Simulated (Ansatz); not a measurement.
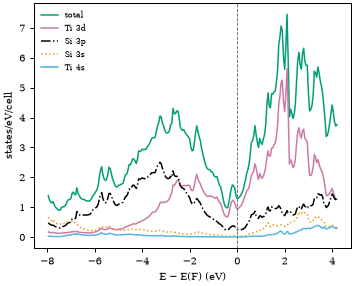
Figure: Total and projected density of states of TiSi2 in space group Cmcm (No. 63; Si on 4c, Si on 4c, Ti on 4c), DFT-r²SCAN in the program Ansatz with PAW potentials

Q: Which orbitals carry the states next to the Fermi level?

A: Within 0.5 eV of the Fermi level: Ti 3d 72 %, Si 3p 20 %. Projections are on Löwdin-orthogonalised atomic valence shells; empty p or d shells of many metals are not among them.

Q: Where is the tallest occupied peak in this window, and what makes it?

A: Near -2.7 eV, about 4.3 states/eV per cell; the largest projected share is Si 3p.

The r²SCAN relaxation kept the symmetry of its start. The run is not spin-polarised.

Potentials: the later of the program's two PAW sets.
